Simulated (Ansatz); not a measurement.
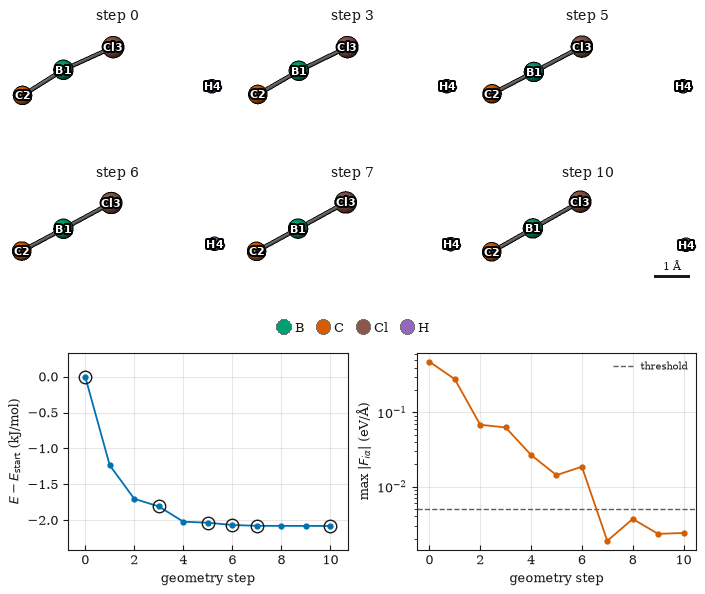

Frames of a relaxation of CHBCl (multiplicity 2), marked on the history of the run. A ball-and-stick model, seen at a tilt.

It is one of the separated reactants of a reaction.

Level of theory: UKS PBE0-D4/def2-TZVP (Ansatz 0.2.0). (force threshold 0.005 eV/Å; at most 200 steps)

Describe the path.

H4 moves most after the best rigid fit: 0.14 Å. By element the largest moves are H 0.14 Å, Cl 0.12 Å, B 0.05 Å, C 0.03 Å. Near-neighbour distances that change, for instance: B1–Cl3 1.695 → 1.674 Å, B1–C2 1.476 → 1.456 Å. Among the angles between lasting bonds that change: C2–B1–Cl3 172.7° → 180.0°. The energy falls by 2.08 kJ/mol in 10 geometry steps. The largest force component goes from 0.48 to 0.0024 eV/Å. Cost: 51 s on 2 threads of AMD EPYC 9R45 96-Core (shared host). From step 0 to 3: B1 moves most (0.03 Å), energy −1.81 kJ/mol. From step 3 to 5: H4 moves most (0.04 Å), energy −0.23 kJ/mol. From step 5 to 6: H4 moves most (0.05 Å), energy −0.03 kJ/mol. From step 6 to 7: H4 moves most (0.04 Å), energy −0.01 kJ/mol. From step 7 to 10: Cl3 moves most (0.03 Å), energy 0.00 kJ/mol.

Limits of the set-up: the start holds two separate molecules, 3.3 Å apart at their closest, whose relative position is a soft coordinate.
